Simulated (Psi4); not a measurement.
**Run report: SiH4, geometry relaxation (part 3 of 3)**

Continued. System: SiH4, SMILES [SiH4]. Method: PBE/def2-SVP, RKS (Psi4 1.11). The geometry comes from this level: PBE0-D4/def2-TZVP.

Geometry of the input (Å):
```
Si -0.0000  0.0000  -0.0001
H  0.9676  -0.6884  0.8909
H  -1.3310  0.0449  0.6560
H  -0.1051  -0.7403  -1.2826
H  0.4685  1.3838  -0.2642
```

Log, continued
```
	        --- Internal Coordinate Step in ANG or DEG, aJ/ANG or AJ/DEG ---
	-------------------------------------------------------------------------------
	           Coordinate      Previous         Force          Change          New
	           ----------      --------        ------          ------        ------
	               R(1,2)       1.50404       -0.00309       -0.00106       1.50297
	               R(1,3)       1.50404       -0.00308       -0.00106       1.50297
	               R(1,4)       1.50403       -0.00309       -0.00106       1.50297
	               R(1,5)       1.50403       -0.00308       -0.00106       1.50297
	             B(2,1,3)     109.46268        0.00000        0.00245     109.46514
	             B(2,1,4)     109.47321       -0.00000       -0.00079     109.47243
	             B(2,1,5)     109.46942        0.00000        0.00064     109.47005
	             B(3,1,4)     109.47384       -0.00000       -0.00070     109.47314
	             B(3,1,5)     109.47103       -0.00000        0.00011     109.47114
	             B(4,1,5)     109.47714       -0.00000       -0.00171     109.47543
	           O(2,1,3,4)      54.74085       -0.00000       -0.00132      54.73953
	           O(2,1,3,5)     -54.74605        0.00000        0.00314     -54.74290
	           O(2,1,4,5)      54.73246        0.00000        0.00101      54.73347
	           O(3,1,2,4)     -54.74054        0.00000        0.00136     -54.73917
	           O(3,1,2,5)      54.74524       -0.00000       -0.00288      54.74236
	           O(3,1,4,5)     -54.73022       -0.00000       -0.00145     -54.73167
	           O(4,1,2,3)      54.73527        0.00000        0.00026      54.73553
	           O(4,1,2,5)     -54.72860       -0.00000       -0.00218     -54.73077
	           O(4,1,3,5)      54.72717        0.00000        0.00236      54.72952
	           O(5,1,2,3)     -54.74187        0.00000        0.00197     -54.73990
	           O(5,1,2,4)      54.73050        0.00000        0.00147      54.73196
	           O(5,1,3,4)     -54.72857       -0.00000       -0.00195     -54.73052
	-------------------------------------------------------------------------------

	                                 ==> Convergence Check <==

	Measures of convergence in internal coordinates in au.

	Criteria marked as inactive (o), active & met (*), and active & unmet ( ).

	----------------------------------------------------------------------------------------------
	   Step    Total Energy     Delta E     Max Force     RMS Force      Max Disp      RMS Disp
	----------------------------------------------------------------------------------------------
	  Convergence Criteria     1.00e-06 *    3.00e-04 *             o    1.20e-03 *             o
	----------------------------------------------------------------------------------------------
	     2    -291.61664413   -4.41e-04      3.75e-04      1.60e-04 o    2.01e-03      8.55e-04 o  ~
	----------------------------------------------------------------------------------------------

Next Geometry in Ang
	Fragment 1 (Ang)

	   Si  -0.0000004392  -0.0000006664   0.0000088305
	    H   0.9796315863  -0.6969439501   0.9019632027
	    H  -1.3475137235   0.0454847794   0.6641409660
	    H  -0.1063959568  -0.7494577171  -1.2984147925
	    H   0.4742701522   1.4008824220  -0.2674179431

    Structure for next step:
    Molecular point group: c1
    Full point group: C1

    Geometry (in Angstrom), charge = 0, multiplicity = 1:

    SI           0.000000194736     0.000001001275    -0.000007434292
    H            0.979632220267    -0.696942282464     0.901946937851
    H           -1.347513089511     0.045486447131     0.664124701184
    H           -0.106395322775    -0.749456049432    -1.298431057318
    H            0.474270786194     1.400884089657    -0.267434207949

gradient() will perform analytic gradient computation.

  ==> Geometry <==

    Molecular point group: c1
    Full point group: C1

    Geometry (in Angstrom), charge = 0, multiplicity = 1:

       Center              X                  Y                   Z               Mass
    ------------   -----------------  -----------------  -----------------  -----------------
         SI           0.000000194736     0.000001001275    -0.000007434292    27.976926534650
         H            0.979632220267    -0.696942282464     0.901946937851     1.007825032230
         H           -1.347513089511     0.045486447131     0.664124701184     1.007825032230
         H           -0.106395322775    -0.749456049432    -1.298431057318     1.007825032230
         H            0.474270786194     1.400884089657    -0.267434207949     1.007825032230

  Running in c1 symmetry.

  Rotational constants: A =      2.77686  B =      2.77680  C =      2.77668 [cm^-1]
  Rotational constants: A =  83248.06049  B =  83246.32179  C =  83242.66167 [MHz]
  Nuclear repulsion =   21.010538480234320

  Charge       = 0
  Multiplicity = 1
  Electrons    = 18
  Nalpha       = 9
  Nbeta        = 9

   => Molecular Quadrature <=

    Radial Scheme          =       TREUTLER
    Pruning Scheme         =           NONE
    Nuclear Scheme         =       TREUTLER

    Blocking Scheme        =         OCTREE
    BS radius alpha        =              1
    Pruning alpha          =              1
    Radial Points          =             75
    Spherical Points       =            302
    Total Points           =         109261
    Total Blocks           =            869
    Max Points             =            256
    Max Functions          =             38
    Weights Tolerance      =       1.00E-15

   => Auxiliary Basis Set <=

  Basis Set: (DEF2-SVP AUX)
    Blend: DEF2-UNIVERSAL-JKFIT
    Number of shells: 62
    Number of basis functions: 200
    Number of Cartesian functions: 235
    Spherical Harmonics?: true
    Max angular momentum: 4

  Cached 100.0% of DFT collocation blocks in 0.115 [GiB].

  Minimum eigenvalue in the overlap matrix is 1.2534118513E-02.
  Reciprocal condition number of the overlap matrix is 3.0284249850E-03.
    Using symmetric orthogonalization.

  ==> Iterations <==

                           Total Energy        Delta E     RMS |[F,P]|

   @DF-RKS iter   0:  -291.61735349918820   -2.91617e+02   4.09739e-05
   @DF-RKS iter   1:  -291.61664616053213    7.07339e-04   9.29953e-06 DIIS
   @DF-RKS iter   2:  -291.61664618967285   -2.91407e-08   8.76538e-06 DIIS
   @DF-RKS iter   3:  -291.61664627855890   -8.88861e-08   4.31335e-07 DIIS
   @DF-RKS iter   4:  -291.61664627873898   -1.80080e-10   3.85934e-08 DIIS
   @DF-RKS iter   5:  -291.61664627874080   -1.81899e-12   2.14794e-09 DIIS
  Energy and wave function converged.

  ==> Post-Iterations <==

   Electrons on quadrature grid:
      Ntotal   =   18.0000012305 ; deviation = 1.231e-06

    Orbital Energies [Eh]
    ---------------------

    Doubly Occupied:

       1A    -65.401555     2A     -5.058567     3A     -3.472615
       4A     -3.472615     5A     -3.472615     6A     -0.490459
       7A     -0.310245     8A     -0.310239     9A     -0.310231

    Virtual:

      10A      0.020518    11A      0.020528    12A      0.020532
      13A      0.056461    14A      0.216710    15A      0.283531
      16A      0.283535    17A      0.283539    18A      0.370275
      19A      0.370276    20A      0.482160    21A      0.482168
      22A      0.482171    23A      0.570527    24A      0.825293
      25A      0.825301    26A      0.825314    27A      1.308575
      28A      1.308582    29A      1.308587    30A      1.568374
      31A      1.568403    32A      1.568439    33A      1.680434
      34A      1.680445    35A      1.849274    36A      2.095737
      37A      2.095749    38A      2.095756

    Final Occupation by Irrep:
              A
    DOCC [     9 ]
    NA   [     9 ]
    NB   [     9 ]

  @DF-RKS Final Energy:  -291.61664627874080

   => Energetics <=

    Nuclear Repulsion Energy =             21.0105384802343202
    One-Electron Energy =                -444.9415267741728144
    Two-Electron Energy =                 154.4760221394672897
    DFT Exchange-Correlation Energy =     -22.1616801242696191
    Empirical Dispersion Energy =           0.0000000000000000
    VV10 Nonlocal Energy =                  0.0000000000000000
    Total Energy =                       -291.6166462787408022

Computation Completed

Properties will be evaluated at   0.000000,   0.000000,   0.000000 [a0]

Properties computed using the SCF density matrix

 Multipole Moments:

 ------------------------------------------------------------------------------------
     Multipole            Electronic (a.u.)      Nuclear  (a.u.)        Total (a.u.)
 ------------------------------------------------------------------------------------

 L = 1.  Multiply by 2.5417464519 to convert [e a0] to [Debye]
 Dipole X            :          0.0000063           -0.0000051            0.0000012
 Dipole Y            :          0.0000373           -0.0000260            0.0000113
 Dipole Z            :         -0.0002792            0.0001933           -0.0000859
 Magnitude           :                                                    0.0000867

 ------------------------------------------------------------------------------------

	total time  =          1 seconds =       0.02 minutes

         ------------------------------------------------------------
                                   SCF GRAD
         ------------------------------------------------------------

  ==> Geometry <==

    Molecular point group: c1
    Full point group: C1

    Geometry (in Angstrom), charge = 0, multiplicity = 1:

       Center              X                  Y                   Z               Mass
    ------------   -----------------  -----------------  -----------------  -----------------
         SI           0.000000194736     0.000001001275    -0.000007434292    27.976926534650
         H            0.979632220267    -0.696942282464     0.901946937851     1.007825032230
         H           -1.347513089511     0.045486447131     0.664124701184     1.007825032230
         H           -0.106395322775    -0.749456049432    -1.298431057318     1.007825032230
         H            0.474270786194     1.400884089657    -0.267434207949     1.007825032230

  Nuclear repulsion =   21.010538480234320

   => Molecular Quadrature <=

    Radial Scheme          =       TREUTLER
    Pruning Scheme         =           NONE
    Nuclear Scheme         =       TREUTLER

    Blocking Scheme        =         OCTREE
    BS radius alpha        =              1
    Pruning alpha          =              1
    Radial Points          =             75
    Spherical Points       =            302
    Total Points           =         109261
    Total Blocks           =            869
    Max Points             =            256
    Max Functions          =             38
    Weights Tolerance      =       1.00E-15

  -Total Gradient:
     Atom            X                  Y                   Z
    ------   -----------------  -----------------  -----------------
       1       -0.000000140218     0.000001179658    -0.000012071807
       2        0.000007665630    -0.000005760245     0.000012418470
       3       -0.000012868851     0.000000134687     0.000009484175
       4       -0.000001916572    -0.000009257662    -0.000012071736
       5        0.000004712965     0.000014589758    -0.000000545800

	total time  =          1 seconds =       0.02 minutes

    			-----------------------------------------

    			 OPTKING 3.0: for geometry optimizations

    			        with contributions from

    			-----------------------------------------

	                            ===> Fragment 1 <==

	 Z (Atomic Numbers)          Masses                          Geom
	      14.000000            27.976927          0.00000037  0.00000189 -0.00001405
	       1.000000             1.007825          1.85123660 -1.31703004  1.70443269
	       1.000000             1.007825         -2.54643069  0.08595693  1.25501380
	       1.000000             1.007825         -0.20105802 -1.41626668 -2.45367909
	       1.000000             1.007825          0.89624190  2.64728726 -0.50537741

	 - Coordinate -           - BOHR/RAD -       - ANG/DEG -
	 R(1,2)           =         2.840209           1.502974
	 R(1,3)           =         2.840210           1.502975
	 R(1,4)           =         2.840196           1.502967
	 R(1,5)           =         2.840204           1.502971
	 B(2,1,3)         =         1.910527         109.465138
	 B(2,1,4)         =         1.910654         109.472428
	 B(2,1,5)         =         1.910613         109.470051
	 B(3,1,4)         =         1.910667         109.473135
	 B(3,1,5)         =         1.910632         109.471138
	 B(4,1,5)         =         1.910707         109.475433
	 O(2,1,3,4)       =         0.955385          54.739528
	 O(2,1,3,5)       =        -0.955444         -54.742903
	 O(2,1,4,5)       =         0.955279          54.733466
	 O(3,1,2,4)       =        -0.955379         -54.739175
	 O(3,1,2,5)       =         0.955434          54.742360
	 O(3,1,4,5)       =        -0.955248         -54.731672
	 O(4,1,2,3)       =         0.955315          54.735530
	 O(4,1,2,5)       =        -0.955232         -54.730775
	 O(4,1,3,5)       =         0.955210          54.729525
	 O(5,1,2,3)       =        -0.955392         -54.739903
	 O(5,1,2,4)       =         0.955253          54.731963
	 O(5,1,3,4)       =        -0.955228         -54.730523

	        --- Internal Coordinate Step in ANG or DEG, aJ/ANG or AJ/DEG ---
	-------------------------------------------------------------------------------
	           Coordinate      Previous         Force          Change          New
	           ----------      --------        ------          ------        ------
	               R(1,2)       1.50297       -0.00013       -0.00004       1.50293
	               R(1,3)       1.50297       -0.00013       -0.00004       1.50293
	               R(1,4)       1.50297       -0.00012       -0.00004       1.50293
	               R(1,5)       1.50297       -0.00012       -0.00004       1.50293
	             B(2,1,3)     109.46514        0.00000        0.00180     109.46694
	             B(2,1,4)     109.47243       -0.00000       -0.00060     109.47183
	             B(2,1,5)     109.47005        0.00000        0.00046     109.47052
	             B(3,1,4)     109.47314       -0.00000       -0.00047     109.47266
	             B(3,1,5)     109.47114       -0.00000        0.00001     109.47114
	             B(4,1,5)     109.47543       -0.00000       -0.00120     109.47423
	           O(2,1,3,4)      54.73953       -0.00000       -0.00097      54.73856
	           O(2,1,3,5)     -54.74290        0.00000        0.00227     -54.74064
	           O(2,1,4,5)      54.73347        0.00000        0.00073      54.73420
	           O(3,1,2,4)     -54.73917        0.00000        0.00103     -54.73814
	           O(3,1,2,5)      54.74236       -0.00000       -0.00204      54.74032
	           O(3,1,4,5)     -54.73167       -0.00000       -0.00107     -54.73274
	           O(4,1,2,3)      54.73553        0.00000        0.00017      54.73570
	           O(4,1,2,5)     -54.73077       -0.00000       -0.00157     -54.73234
	           O(4,1,3,5)      54.72952        0.00000        0.00167      54.73119
	           O(5,1,2,3)     -54.73990        0.00000        0.00137     -54.73853
	           O(5,1,2,4)      54.73196        0.00000        0.00104      54.73300
	           O(5,1,3,4)     -54.73052       -0.00000       -0.00143     -54.73195
	-------------------------------------------------------------------------------

	                                 ==> Convergence Check <==

	Measures of convergence in internal coordinates in au.

	Criteria marked as inactive (o), active & met (*), and active & unmet ( ).

	----------------------------------------------------------------------------------------------
	   Step    Total Energy     Delta E     Max Force     RMS Force      Max Disp      RMS Disp
	----------------------------------------------------------------------------------------------
	  Convergence Criteria     1.00e-06 *    3.00e-04 *             o    1.20e-03 *             o
	----------------------------------------------------------------------------------------------
	     3    -291.61664628   -2.15e-06      1.59e-05 *    6.64e-06 o    8.49e-05 *    4.02e-05 o  ~
	----------------------------------------------------------------------------------------------

Next Geometry in Ang
	Fragment 1 (Ang)

	   Si  -0.0000003826  -0.0000001630   0.0000067872
	    H   0.9796159745  -0.6969292232   0.9019142869
	    H  -1.3474851038   0.0454901233   0.6640972298
	    H  -0.1063893383  -0.7494278658  -1.2983861896
	    H   0.4742536391   1.4008403348  -0.2674331748

    Final optimized geometry and variables:
    Molecular point group: c1
    Full point group: C1

    Geometry (in Angstrom), charge = 0, multiplicity = 1:

    SI           0.000000194736     0.000001001275    -0.000007434292
    H            0.979632220267    -0.696942282464     0.901946937851
    H           -1.347513089511     0.045486447131     0.664124701184
    H           -0.106395322775    -0.749456049432    -1.298431057318
    H            0.474270786194     1.400884089657    -0.267434207949

[set-up sections that repeat, and orbital energies of the middle runs, are left out above]
```

Standard output
```
Optimizer: Optimization complete!
pbe energy: -291.6166462787 Eh
5
0 1 H4Si
Si                    0.000000194736     0.000001001275    -0.000007434292
H                     0.979632220267    -0.696942282464     0.901946937851
H                    -1.347513089511     0.045486447131     0.664124701184
H                    -0.106395322775    -0.749456049432    -1.298431057318
H                     0.474270786194     1.400884089657    -0.267434207949
```

Trajectory as extended XYZ (Å, eV, eV/Å), 3 frames, from step=0 to step=2
```
5
Properties=species:S:1:pos:R:3:forces:R:3 step=0 energy=-7935.28113
Si    0.0000    0.0000   -0.0001    0.0002   0.0010   0.0016
H     0.9676   -0.6884    0.8909    0.2177  -0.1547   0.1998
H    -1.3310    0.0449    0.6560   -0.2991   0.0102   0.1469
H    -0.1051   -0.7403   -1.2826   -0.0236  -0.1665  -0.2887
H     0.4685    1.3838   -0.2642    0.1049   0.3100  -0.0595
5
Properties=species:S:1:pos:R:3:forces:R:3 step=1 energy=-7935.29314
Si    0.0000    0.0000   -0.0001    0.0000  -0.0001   0.0008
H     0.9803   -0.6974    0.9025   -0.0124   0.0088  -0.0118
H    -1.3484    0.0455    0.6645    0.0172  -0.0006  -0.0087
H    -0.1065   -0.7500   -1.2994    0.0014   0.0097   0.0166
H     0.4746    1.4019   -0.2677   -0.0060  -0.0179   0.0032
5
Properties=species:S:1:pos:R:3:forces:R:3 step=2 energy=-7935.29320
Si    0.0000    0.0000   -0.0001    0.0000  -0.0001   0.0006
H     0.9796   -0.6969    0.9019   -0.0004   0.0003  -0.0006
H    -1.3475    0.0455    0.6640    0.0007   0.0000  -0.0005
H    -0.1064   -0.7495   -1.2985    0.0001   0.0005   0.0006
H     0.4743    1.4009   -0.2675   -0.0002  -0.0008   0.0000
```

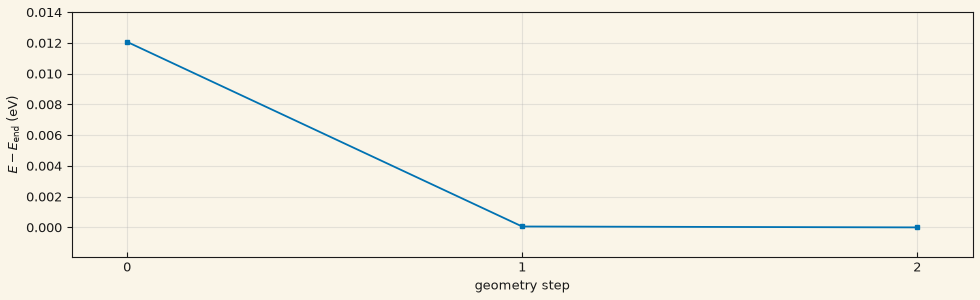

Fig. 1: Progress of the relaxation, step by step (steps are counted from 0).

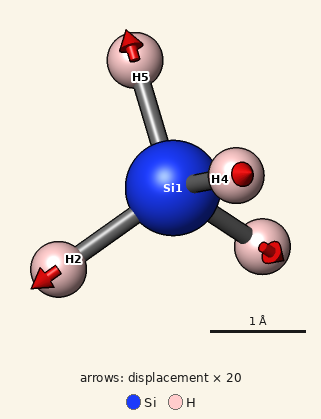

Fig. 2: The starting structure with the displacements as red arrows, magnified 20 times (ball-and-stick view, seen at a tilt). The two geometries are laid on each other by the best rigid fit. The largest moves after the best rigid fit, 0.018 Å, are those of H2, H3, H4 and H5. Si stays in place. Among the contacts that change: Si1–H2 1.485 → 1.503 Å. After 2 geometry steps the energy has fallen by 0.012 eV. The largest force component goes from 0.31 to 0.00075 eV/Å. (Atoms are counted from 1 in the order of the input.)

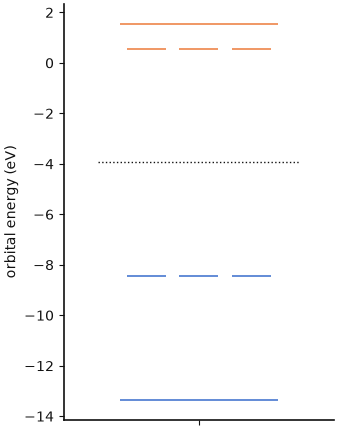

Fig. 3: Orbital energies near the frontier; the dotted line parts filled from empty levels, and levels within 0.02 eV of each other stand side by side. Highest filled −8.44 eV, lowest empty 0.56 eV, 9.00 eV apart.

Summary

```csv
quantity,value
outcome,converged
total energy,−291.616646 hartree
HOMO,−8.44 eV
LUMO,0.56 eV
dipole moment,0.00 D
wall time,11 s
peak memory,0.35 GiB
```
